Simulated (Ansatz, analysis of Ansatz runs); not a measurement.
# GdTaO4 (P2/c): a line between two O sites for an added hole

Aim: the energy barrier that a trapped hole meets when it moves from one O atom to another one nearby in GdTaO4 (P2/c). The model is a cell of 48 host atoms.

Method: plane-wave PAW DFT, PBEsol+U; relaxation of all atoms of a supercell at fixed charge in a uniform background; PAW set soft_1, in Ansatz 0.2.0.

## 1. Set-up

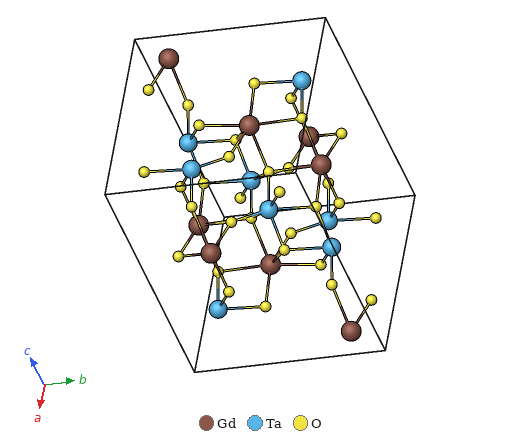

Start, viewed from a free direction; gadolinium brown, tantalum blue, oxygen yellow.

The cell holds 48 atoms: 8 Gd, 8 Ta and 32 O. Its edges and angles: a = 9.594 Å, b = 8.870 Å, c = 9.594 Å, α = 112.1°, β = 110.2°, γ = 109.4°. It derives from GdTaO4 (space group P2/c). Nearest the centre at fractional (0.500, 0.500, 0.500): O32 at 1.23 Å, O21 at 1.23 Å, Ta9 at 1.70 Å, Ta16 at 1.70 Å, O42 at 2.70 Å, O35 at 2.70 Å, O25 at 2.85 Å, O20 at 2.85 Å.

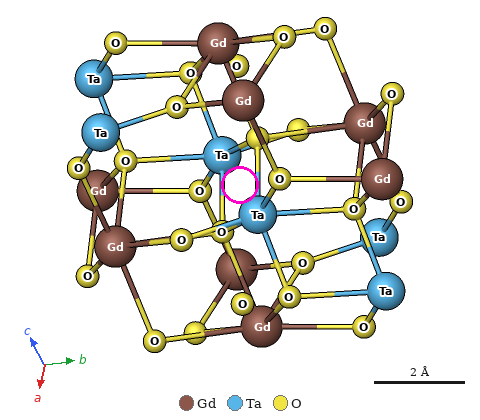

The atoms within 5 Å of the centre. A ring marks the centre wherever it is empty. Bonds to atoms that aren't drawn are left out.

Hubbard terms: Gd f 6.0 eV, O p 5.0 eV. They were chosen, not fitted, to curb self-interaction in the shells named, the trial site's among them. The two sites are O21 and O32. The cell's shortest repeat is 8.9 Å. The host's moments were started antiferromagnetic in the unit cell, high spin.

## 2. The cell without the carrier

The neutral cell is relaxed first, from small random displacements, so that bond lengths and moments with the carrier can be set beside those of a relaxed cell without it.

Input file neutral.relax/input.yaml:

```yaml
crystal:
  lattice:
    - [-5.79537023, 5.49046619, 5.32125646]
    - [4.52894369, -5.49046619, 5.29342299]
    - [5.79537023, 5.49046619, -5.32125646]
  atoms:
    - { symbol: Gd, position: [0.492402, 0.375, 0.117402], spin: 7.0 }
    - { symbol: Gd, position: [0.492402, 0.875, 0.617402], spin: 7.0 }
    - { symbol: Gd, position: [0.992402, 0.375, 0.617402], spin: 7.0 }
    - { symbol: Gd, position: [0.992402, 0.875, 0.117402], spin: 7.0 }
    - { symbol: Gd, position: [0.007598, 0.125, 0.882598], spin: -7.0 }
    - { symbol: Gd, position: [0.007598, 0.625, 0.382598], spin: -7.0 }
    - { symbol: Gd, position: [0.507598, 0.125, 0.382598], spin: -7.0 }
    - { symbol: Gd, position: [0.507598, 0.625, 0.882598], spin: -7.0 }
    - { symbol: Ta, position: [0.279807, 0.375, 0.404807] }
    - { symbol: Ta, position: [0.279807, 0.875, 0.904807] }
    - { symbol: Ta, position: [0.779807, 0.375, 0.904807] }
    - { symbol: Ta, position: [0.779807, 0.875, 0.404807] }
    - { symbol: Ta, position: [0.220193, 0.125, 0.595193] }
    - { symbol: Ta, position: [0.220193, 0.625, 0.095193] }
    - { symbol: Ta, position: [0.720193, 0.125, 0.095193] }
    - { symbol: Ta, position: [0.720193, 0.625, 0.595193] }
    - { symbol: O, position: [0.223766, 0.368988, 0.584088] }
    - { symbol: O, position: [0.223766, 0.868988, 0.084088] }
    - { symbol: O, position: [0.723766, 0.368988, 0.084088] }
    - { symbol: O, position: [0.723766, 0.868988, 0.584088] }
    - { symbol: O, position: [0.4651, 0.381012, 0.354778] }
    - { symbol: O, position: [0.4651, 0.881012, 0.854778] }
    - { symbol: O, position: [0.9651, 0.381012, 0.854778] }
    - { symbol: O, position: [0.9651, 0.881012, 0.354778] }
    - { symbol: O, position: [0.276234, 0.131012, 0.415912] }
    - { symbol: O, position: [0.276234, 0.631012, 0.915912] }
    - { symbol: O, position: [0.776234, 0.131012, 0.915912] }
    - { symbol: O, position: [0.776234, 0.631012, 0.415912] }
    - { symbol: O, position: [0.0349, 0.118988, 0.645222] }
    - { symbol: O, position: [0.0349, 0.618988, 0.145222] }
    - { symbol: O, position: [0.5349, 0.118988, 0.145222] }
    - { symbol: O, position: [0.5349, 0.618988, 0.645222] }
    - { symbol: O, position: [0.259694, 0.429026, 0.083419] }
    - { symbol: O, position: [0.259694, 0.929026, 0.583419] }
    - { symbol: O, position: [0.759694, 0.429026, 0.583419] }
    - { symbol: O, position: [0.759694, 0.929026, 0.083419] }
    - { symbol: O, position: [0.404393, 0.320974, 0.830668] }
    - { symbol: O, position: [0.404393, 0.820974, 0.330668] }
    - { symbol: O, position: [0.904393, 0.320974, 0.330668] }
    - { symbol: O, position: [0.904393, 0.820974, 0.830668] }
    - { symbol: O, position: [0.240306, 0.070974, 0.916581] }
    - { symbol: O, position: [0.240306, 0.570974, 0.416581] }
    - { symbol: O, position: [0.740306, 0.070974, 0.416581] }
    - { symbol: O, position: [0.740306, 0.570974, 0.916581] }
    - { symbol: O, position: [0.095607, 0.179026, 0.169332] }
    - { symbol: O, position: [0.095607, 0.679026, 0.669332] }
    - { symbol: O, position: [0.595607, 0.179026, 0.669332] }
    - { symbol: O, position: [0.595607, 0.679026, 0.169332] }
basis:
  ecutwfc: 420
  xc_grid: 2
hamiltonian:
  xc: pbesol
  hubbard:
    sites: [{ species: Gd, l: f, u_eff: 6.0 }, { species: O, l: p, u_eff: 5.0 }]
    projectors: ortho-atomic
  pseudopotentials: { kind: paw, azcp: { folder: soft_1 }, xc_functional: pbe }
kpoints:
  mp_grid: { grid: [1, 1, 1] }
magnetization:
  spin_polarized: true
  initial_magnetization: 0
  spin_locking: { lock_magnetization: hard }
scf:
  occupations: { method: fermi_dirac, width: 0.01 }
  max_iter: 120
  lower_state_search: "off"
output:
  forces: true
relax:
  f_tol: 0.02
  max_steps: 70
  random_displacement: { amplitude: 0.04, seed: 217 }
checkpoint:
  write: "../neutral.relax.run"
  compress: false
  write_wavefunctions: true
  write_every: 100000
```

Launch:

```sh
> ansatz run input.yaml --threads 4 --pin off --max-ram 17899MiB --backend cpu --events-out ev --progress --plain --runs-dir out
```

Numbers of over 12 decimals in the logs are rounded to 6 here.

What it wrote:

```text
[... repeated set-up lines and file paths are left out, and long positions are rounded to six places ...]
Engine: ansatz 0.2.0, aarch64-unknown-linux-gnu
Pseudopotentials: kind: paw
Pseudopotential: Gd, paw, valence charge 18, recommended cutoff 420 eV (normal), soft_1/Gd.paw.azcp
Pseudopotential: Ta, paw, valence charge 13, recommended cutoff 420 eV (normal), soft_1/Ta.paw.azcp
Pseudopotential: O, paw, valence charge 6, recommended cutoff 420 eV (normal), soft_1/O.paw.azcp
Functional definition: PBEsol
  exchange = pbesol_x
  correlation = pbesol_c
Crystal: 48 atoms, lattice volume = 601.503 Å³
Basis set: ecut = 420 eV, 11725 PW (Γ), exchange–correlation on 144×120×144 points (8 copies of the dense FFT grid, shifted against one another)
Bands: 268, of which v1, the nominal top of the filled ones, is band 220 counted from 1 (219 counted from 0)
Symmetry: 1 space group operations
k-points: 1
Non-local potential: Gd, projectors of the file, l = 0: 3, l = 1: 2, l = 2: 2, l = 3: 3
Non-local potential: Ta, projectors of the file, l = 0: 3, l = 1: 2, l = 2: 2, l = 3: 1
Non-local potential: O, projectors of the file, l = 0: 2, l = 1: 2, l = 2: 1
PAW form: soft (Blöchl's): semilocal exchange-correlation on the pseudo side does not see the compensation charge
PAW frozen core: Gd, regenerated for the run's functional, and the local potential with it (the file was generated under x = pbe(κ = 0.804, μ = 0.219515), c = pbe(β = 0.066725))
PAW frozen core: Ta, regenerated for the run's functional, and the local potential with it (the file was generated under x = pbe(κ = 0.804, μ = 0.219515), c = pbe(β = 0.066725))
[...]
[... 2 atoms left out ...]
  atom  28  O      0.00021519    -0.00029168    -0.01072460
  [... 3 atoms left out ...]
  atom  32  O     -0.00226876    -0.00170155     0.00391422
  [... 2 atoms left out ...]
  atom  35  O     -0.00115901    -0.00126165    -0.00005843
  [... 6 atoms left out ...]
  atom  42  O      0.00105858    -0.00069050    -0.00250193
[...]
max |Σ_I F_I| component: 6.81e-5 eV/Å
--- Band table (eV) ---
  k-point 0 ↑: bands = ["-57.3052", "-57.3045", "-57.3026", "-57.3021", [... 260 left out ...] "16.2609", "16.2644", "16.2714", "16.2717"]
  k-point 0 ↓: bands = ["-57.3053", "-57.3046", "-57.3029", "-57.3023", [... 260 left out ...] "16.2607", "16.2643", "16.2712", "16.2715"]
Occupation matrices written to <dir>
--- Relaxed structure (5 steps of the walk, 5 accepted, 0 SCFs on fresh bases) ---
  F+E_penalty+E_count = -170238.77374290 eV   max|allowed force component| = 1.226e-2 eV/Å
  atoms:
    - { symbol: Gd, position: [0.490182, 0.374066, 0.115903] }
    - { symbol: Gd, position: [0.490239, 0.874110, 0.615924] }
[...]
- { symbol: Ta, position: [0.278827, 0.374074, 0.404517] }
[...]
- { symbol: Ta, position: [0.719068, 0.624085, 0.594787] }
    - { symbol: O, position: [0.222554, 0.366298, 0.582686] }
[...]
- { symbol: O, position: [0.722547, 0.866317, 0.582715] }
    - { symbol: O, position: [0.464812, 0.381897, 0.356065] }
[...]
- { symbol: O, position: [0.275411, 0.131885, 0.416668] }
[...]
- { symbol: O, position: [0.775426, 0.631954, 0.416669] }
    [... 3 atoms left out ...]
    - { symbol: O, position: [0.533153, 0.616344, 0.643315] }
    [... 2 atoms left out ...]
    - { symbol: O, position: [0.757903, 0.428369, 0.584068] }
    [... 6 atoms left out ...]
    - { symbol: O, position: [0.240039, 0.569816, 0.415262] }
    [... 6 atoms left out ...]
[key lines of the parts left out:]
SCF converged after 7 iterations
Magnetization: 0.0000 μB (220.0000 up, 220.0000 down)
Free energy (F): -170238.773743 eV
Fermi energy:    11.777323 (↑ 11.777285, ↓ 11.777361) eV
```

Elapsed: 50 s, on 4 threads of Arm Neoverse V1, shared host; peak memory 1.4 GiB; 3.2 min of CPU time.

The largest displacement from an ideal site is 0.015 Å.

(Part 1 of 3 ends here.)

[Logs are printed without paths, hosts, clocks, repeated set-up lines and the standing remarks that a program may print on its own settings, such as how far it seeks lower states.]

[Hosts, paths, dates, database ids (printed as entryN), source tags and the programs' standing remarks are cut or masked in the printed files.]
